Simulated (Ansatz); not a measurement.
BGaH2N (SMILES B=[NH+][Ga]) (charge +1)

Input file:

```
crystal:
  periodic: [false, false, false]
  atoms:
    - {symbol: B, position_ang: [-1.964753, -0.773458, 1.758862]}
    - {symbol: Ga, position_ang: [-2.288310, -0.328223, -1.391147]}
    - {symbol: N, position_ang: [-1.386183, -0.915495, 0.608274]}
    - {symbol: H, position_ang: [-2.616485, -0.582917, 2.738386]}
    - {symbol: H, position_ang: [-0.456806, -1.301787, 0.401505]}
basis:
  gaussian: {orbitals: def2-TZVPD}
total_charge: 1
hamiltonian: {xc: {name: PBE0}}
output: {forces: true, orbitals: {seedname: orbitals}}
```

Command:

```sh
ansatz run input.yaml --threads 1 --pin off --max-ram 2610MiB --events-out events.jsonl --progress --plain --runs-dir runs
```

Geometry: PBE-D3(BJ)/def2-SVP.

Method: isolated molecule in a Gaussian basis; Kohn-Sham density functional theory, functional PBE0 in Ansatz 0.2.0.

### Predict the electron density and electron localisation function between the atoms.

B–N (1.30 Å): the density is about 2.4 e/Å³ at the midpoint; the ELF peaks at about 0.90 between the atoms; a polar covalent bond.
Ga–N (2.27 Å): the density is about 0.36 e/Å³ at the midpoint; the ELF peaks at about 0.90 in the valence shell of N, 0.7 Å from its nucleus, and is about 0.30 at the midpoint.
N–H (1.03 Å): the density is about 2.8 e/Å³ at the midpoint; the ELF climbs to about 1 towards the hydrogen, as it does in any bond to H: an ordinary covalent bond to hydrogen.
B–H (1.19 Å): ρ is about 1.3 e/Å³ halfway; the ELF climbs to about 1 towards the hydrogen: an ordinary covalent bond to hydrogen.

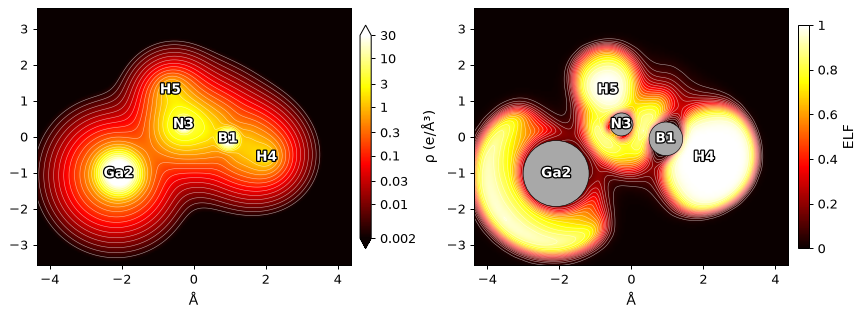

Computed electron density and electron localisation function on the molecular plane, in this order. Grey discs cover the atomic cores in the ELF map. 
